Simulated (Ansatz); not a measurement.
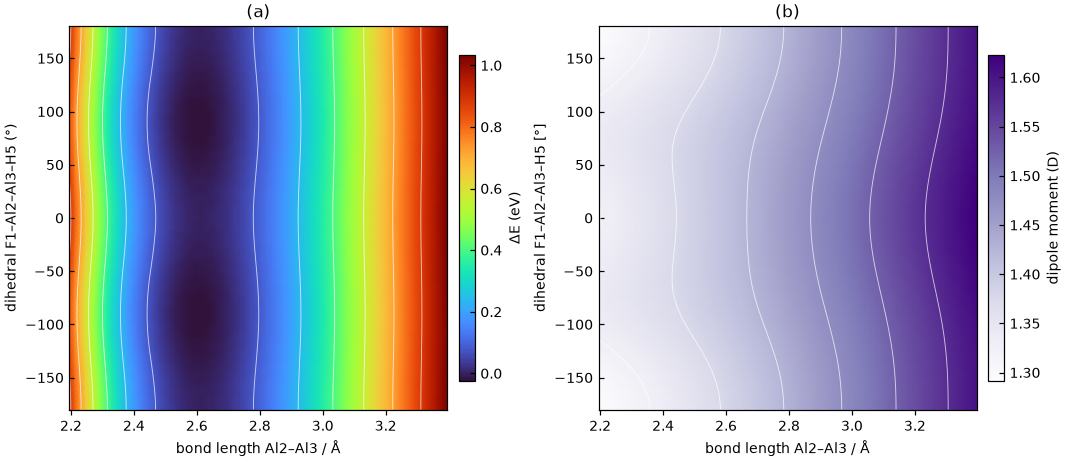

Al2FH3, SMILES [F][AlH][AlH2]. 
- First axis: bond length Al2–Al3. Second axis: dihedral F1–Al2–Al3–H5.
- Nothing is relaxed (all other coordinates rigid).
- The scan uses an 11 × 10 grid; 66 points were computed and 44 follow by symmetry.
- Points are written as (first, second).
- All energies are given in eV relative to the relaxed molecule at the same level.
- All numbers below come from RHF-MP2, frozen core/def2-TZVP (Ansatz 0.2.0).

Panel (a) is the energy; panel (b) is the computed dipole moment, in D.

The picture shows a smooth colour map with a few white contour lines. Between grid points the surface is interpolated.

> How does the dipole moment vary over the map, and what is it at the lowest grid point?

Leaving out the highest fifth of the energies, it runs from 1.32 D at (2.315 Å, −180°) to 1.58 D at (3.276 Å, −36°). At the lowest grid point, (2.555 Å, −108°), it is 1.39 D.
